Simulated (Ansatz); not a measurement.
# UHF/6-311+G(d,p) run of SiNH4O (SMILES N[SiH]O)

What is the vertical doublet–quartet gap of SiNH4O at UHF/6-311+G**? 

Program for the calculation: Ansatz 0.2.0.

53 further runs of the same task are left out: 53 set aside as unsound or not needed.

**1. Starting point**

The species is SiNH4O (7 atoms), meant as a doublet with charge 0. SMILES: `N[SiH]O`. The coordinates come from a PBE0-D4/def2-TZVP relaxation. This is one conformer, not always the lowest.

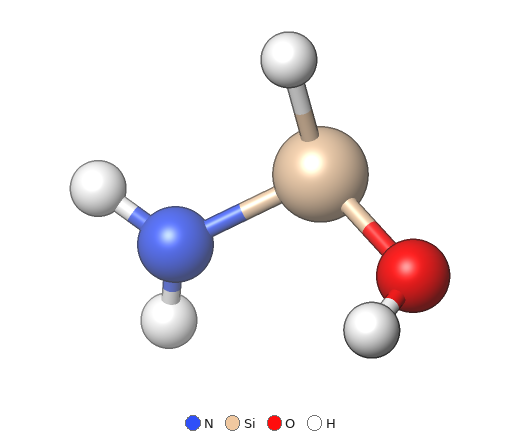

Viewed from a chosen angle; nitrogen blue, silicon light orange, oxygen red, hydrogen white.

**2. The energy at UHF/6-311+G(d,p)**

job.yaml

```yaml
crystal:
  periodic: [false, false, false]
  atoms:
    - {symbol: "N", position_ang: [-0.694900, 0.548300, -0.575200]}
    - {symbol: Si, position_ang: [0.293100, 0.159000, 0.781300]}
    - {symbol: O, position_ang: [1.622900, -0.672400, 0.270300]}
    - {symbol: H, position_ang: [-0.355900, 1.168100, -1.294800]}
    - {symbol: H, position_ang: [-1.685800, 0.673200, -0.432900]}
    - {symbol: H, position_ang: [-0.599100, -0.661900, 1.664700]}
    - {symbol: H, position_ang: [1.480900, -1.282400, -0.459000]}
basis:
  gaussian:
    orbitals: 6-311+G_st__st_-spherical.json
magnetization:
  spin_polarized: true
  initial_magnetization: 1
hamiltonian:
  xc: hf
accuracy: high
output:
  orbitals: {seedname: orbitals}
```

The basis set 6-311+G** is read from a file made from the Basis Set Exchange's data (not shown).

Run with:

```console
$ ansatz run job.yaml --threads 1 --pin off --max-ram 3480MiB --events-out events.jsonl --progress --plain --runs-dir runs
```

Output:

```text
Warning: RAYON_NUM_THREADS=1 ignored (pool sized by the plan → 1); use --threads N
Functional definition: HF
  name "HF"
  exchange = exact_x
  correlation = 0
1830 factors; integrals over basis functions are off by at most 4.2e-9 eV
mean field evaluation 1: about -11441.9886 eV, gradient 3.3e1 eV
mean field evaluation 2: about -11441.9923 eV, gradient 3.3e1 eV
mean field evaluation 4: about -11446.4207 eV, gradient 2.6e0 eV
mean field evaluation 8: about -11446.5020 eV, gradient 1.8e-1 eV
mean field -11446.50281838 eV, -420.6512198572 hartree, gradient 2.8e-8 eV, S^2 0.753827; 0 other end points of the search recorded, 0 dependent functions left out
reference -11446.50281838 eV, -420.6512198572 hartree; 17, 16 occupied and 81, 82 virtual orbitals, 1830 factors
Total energy: -11446.50281838 eV, -420.6512198572 hartree
```

Wall time 2.2 s (1 thread of Intel Xeon 6975P-C (Granite Rapids), shared host); peak memory 0.3 GiB.

**3. The quartet, same level**

Edit job.yaml of step 2 so:

```diff
@@ -3,3 +3,3 @@
   atoms:
-    - {symbol: "N", position_ang: [-0.694900, 0.548300, -0.575200]}
+    - {symbol: N, position_ang: [-0.694900, 0.548300, -0.575200]}
     - {symbol: Si, position_ang: [0.293100, 0.159000, 0.781300]}
@@ -15,3 +15,3 @@
   spin_polarized: true
-  initial_magnetization: 1
+  initial_magnetization: 3
 hamiltonian:
@@ -19,3 +19,2 @@
 accuracy: high
-output:
-  orbitals: {seedname: orbitals}
+output: {orbitals: {seedname: orbitals}}
```

The basis set 6-311+G** is read from a file made from the Basis Set Exchange's data (not shown).

Run with:

```console
$ ansatz run job.yaml --threads 1 --pin off --max-ram 3480MiB --events-out events.jsonl --progress --plain --runs-dir runs
```

Output:

```text
Warning: RAYON_NUM_THREADS=1 ignored (pool sized by the plan → 1); use --threads N
[... 4 set-up lines as earlier in the session ...]
1830 factors; integrals over basis functions are off by at most 4.2e-9 eV
mean field evaluation 1: about -11435.6836 eV, gradient 2.7e1 eV
mean field evaluation 2: about -11435.6885 eV, gradient 2.7e1 eV
mean field evaluation 4: about -11440.0723 eV, gradient 5.0e0 eV
mean field evaluation 8: about -11440.8796 eV, gradient 4.2e-1 eV
mean field evaluation 16: about -11440.8968 eV, gradient 1.6e-7 eV
mean field evaluation 32: about -11439.9169 eV, gradient 1.1e0 eV
mean field evaluation 64: about -11439.4125 eV, gradient 3.0e0 eV
mean field -11440.89682877 eV, -420.4452035388 hartree, gradient 2.0e-8 eV, S^2 3.759865; 0 other end points of the search recorded, 0 dependent functions left out
reference -11440.89682877 eV, -420.4452035388 hartree; 18, 15 occupied and 80, 83 virtual orbitals, 1830 factors
Total energy: -11440.89682877 eV, -420.4452035388 hartree
```

Run time: 3.6 s. Hardware: 1 thread of Intel Xeon 6975P-C (Granite Rapids), shared host; peak memory 0.31 GiB.

**4. Outcome**

At UHF/6-311+G**:

```
                                        quantity          value
                           doublet: total energy  -420.65122 Eh
     doublet: HOMO energy (highest over α and β)       -8.58 eV
      doublet: LUMO energy (lowest over α and β)        1.24 eV
                                   doublet: ⟨S²⟩          0.754
                           quartet: total energy  -420.44520 Eh
     quartet: HOMO energy (highest over α and β)       -3.70 eV
      quartet: LUMO energy (lowest over α and β)       -1.95 eV
                                   quartet: ⟨S²⟩          3.760
vertical energy of the quartet above the doublet       5.606 eV
```

What this shows: At this shape the quartet lies 5.61 eV (541 kJ/mol) above the doublet.
